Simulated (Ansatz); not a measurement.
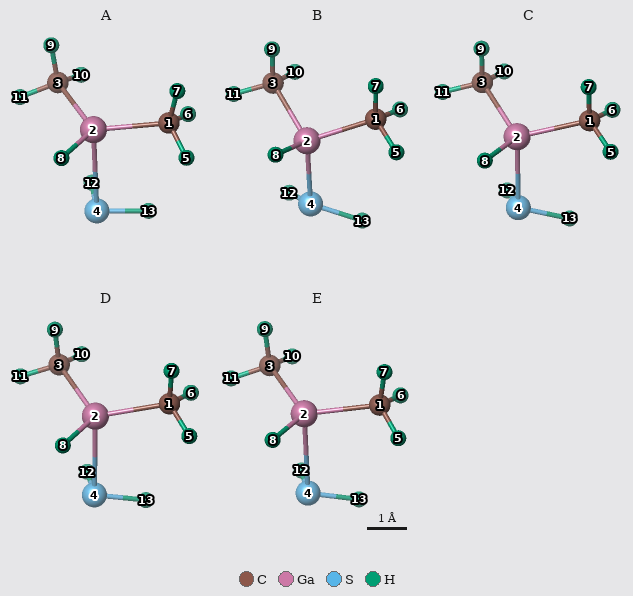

5 geometries from one relaxation of C₂H₉GaS (coarse preliminary run), in shuffled order. The picture is a ball-and-stick view, seen at a tilt.

The start comes from a force field.

These are results of RKS PBE-D4/def2-SVP (Ansatz), not measurements. Set-up: force threshold 0.03 eV/Å; at most 200 steps.

**Put them in the order of the run, from the start to the converged end.**

B, C, D, E, A. They are steps 0, 1, 2, 3, 6, at +31.0 kcal/mol, +8.19 kcal/mol, +1.96 kcal/mol, +1.03 kcal/mol relative to the last. After 6 geometry steps the energy has fallen by 31.0 kcal/mol. The largest force component goes from 3.3 to 0.027 eV/Å. H12 moves most after the best rigid fit: 0.45 Å. Largest moves by element: H 0.45 Å, Ga 0.42 Å, S 0.20 Å, C 0.15 Å. Near-neighbour distances that change, for instance: Ga2–S4 2.187 → 2.727 Å, S4–H13 1.431 → 1.363 Å, C1–H5 1.166 → 1.109 Å, C1–Ga2 1.950 → 1.998 Å. Among the angles between lasting bonds that change: H12–S4–H13 111.7° → 92.0°, Ga2–S4–H12 113.1° → 95.2°, S4–Ga2–H8 112.5° → 95.3°. Cost: 9.5 s on 4 threads of Arm Neoverse V2, with other jobs on the host.
